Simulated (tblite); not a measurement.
**Run report: C5H7ClSSi, geometry relaxation (part 4 of 4)**

Continued. System: C5H7ClSSi. Method: GFN2-xTB geometry optimisation, gas phase (tblite 0.8.0). 

Geometry of the input (Å):
```
C  -4.4409  -0.0609  0.3274
C  -3.2660  -0.0955  0.0819
C  -1.8417  -0.1506  -0.2067
C  -1.0203  -0.2192  0.8348
Cl -1.6756  -0.2703  2.4961
Si 0.7853  -0.2968  0.6718
S  1.4766  -0.7856  -1.2887
C  3.2737  -0.3884  -1.2641
H  -5.4796  -0.0131  0.5481
H  -1.4744  -0.1213  -1.2215
H  1.4064  -1.2758  1.5916
H  1.3510  1.0157  1.0908
H  3.4052  0.7060  -1.1784
H  3.7659  -0.7414  -2.1787
H  3.7302  -0.8004  -0.3265
```

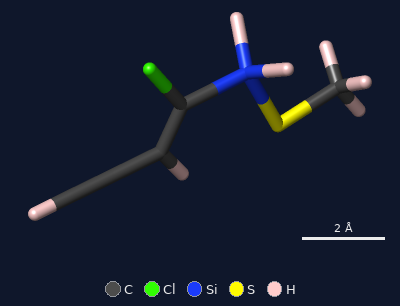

**Figure 1.** The geometry at step 96 of the log (stick view, seen at a tilt).

**Trajectory as extended XYZ, continued**
```
15
Properties=species:S:1:pos:R:3:forces:R:3 step=94 energy=-645.57162
C    -4.4178   -0.1589    0.1707    0.0010   0.0040   0.0010
C    -3.2229   -0.1803    0.0403    0.0010  -0.0040  -0.0010
C    -1.8258   -0.2138   -0.0944    0.0000  -0.0190   0.0020
C    -0.9562   -0.1191    0.9176    0.0020   0.0040  -0.0050
Cl   -1.5292    0.0730    2.5429    0.0000  -0.0010   0.0030
Si    0.9148   -0.1750    0.7838    0.0020   0.0050   0.0000
S     1.3278   -0.4249   -1.3034   -0.0050  -0.0030  -0.0030
C     3.1451   -0.3996   -1.2504   -0.0030   0.0030  -0.0020
H    -5.4618   -0.1402    0.2734    0.0040   0.0040   0.0030
H    -1.4365   -0.3345   -1.0974    0.0000   0.0060   0.0000
H     1.4632   -1.3136    1.5184   -0.0050  -0.0010  -0.0030
H     1.5176    1.0769    1.2369   -0.0080   0.0050   0.0010
H     3.4833    0.5622   -0.8789    0.0050  -0.0060   0.0050
H     3.4909   -0.5476   -2.2677    0.0040  -0.0020   0.0040
H     3.5031   -1.2022   -0.6139    0.0000   0.0040  -0.0050
15
Properties=species:S:1:pos:R:3:forces:R:3 step=96 energy=-645.57167
C    -4.4175   -0.1619    0.1712   -0.0100   0.0040   0.0030
C    -3.2228   -0.1810    0.0403    0.0100  -0.0090   0.0000
C    -1.8258   -0.2146   -0.0943    0.0040  -0.0070   0.0000
C    -0.9561   -0.1152    0.9171    0.0040   0.0000  -0.0060
Cl   -1.5284    0.0813    2.5421   -0.0010  -0.0020   0.0030
Si    0.9148   -0.1735    0.7830    0.0010   0.0100   0.0010
S     1.3272   -0.4210   -1.3046    0.0030  -0.0020  -0.0020
C     3.1447   -0.4004   -1.2500   -0.0040  -0.0010  -0.0020
H    -5.4613   -0.1446    0.2746   -0.0010   0.0050   0.0020
H    -1.4368   -0.3362   -1.0973    0.0020   0.0020   0.0000
H     1.4604   -1.3141    1.5162   -0.0030  -0.0010  -0.0030
H     1.5195    1.0773    1.2374   -0.0090   0.0000   0.0000
H     3.4856    0.5567   -0.8692    0.0030   0.0000   0.0010
H     3.4918   -0.5412   -2.2678    0.0010   0.0020   0.0000
H     3.5002   -1.2092   -0.6204   -0.0010  -0.0030   0.0020
15
Properties=species:S:1:pos:R:3:forces:R:3 step=98 energy=-645.57171
C    -4.4179   -0.1625    0.1706   -0.0010   0.0020   0.0030
C    -3.2229   -0.1831    0.0409    0.0020  -0.0090   0.0020
C    -1.8259   -0.2164   -0.0934    0.0010   0.0040  -0.0020
C    -0.9560   -0.1131    0.9174    0.0000  -0.0080   0.0000
Cl   -1.5281    0.0839    2.5428    0.0020  -0.0010  -0.0040
Si    0.9149   -0.1720    0.7829   -0.0010   0.0040  -0.0020
S     1.3273   -0.4183   -1.3051    0.0060   0.0000   0.0020
C     3.1449   -0.4008   -1.2507    0.0030  -0.0030   0.0030
H    -5.4617   -0.1449    0.2737   -0.0010   0.0050   0.0020
H    -1.4372   -0.3375   -1.0965    0.0040  -0.0010   0.0000
H     1.4590   -1.3139    1.5156   -0.0020   0.0020  -0.0040
H     1.5191    1.0781    1.2386   -0.0050   0.0050   0.0010
H     3.4881    0.5539   -0.8659   -0.0010   0.0010  -0.0010
H     3.4925   -0.5387   -2.2686   -0.0030   0.0040  -0.0020
H     3.4995   -1.2124   -0.6242   -0.0040  -0.0050   0.0040
```

**Results in brief**

- outcome: converged
- total energy: −645.5717 eV
- hardware: 1 CPU thread, shared host
- wall time: 1.7 s
- peak memory: 0.18 GiB
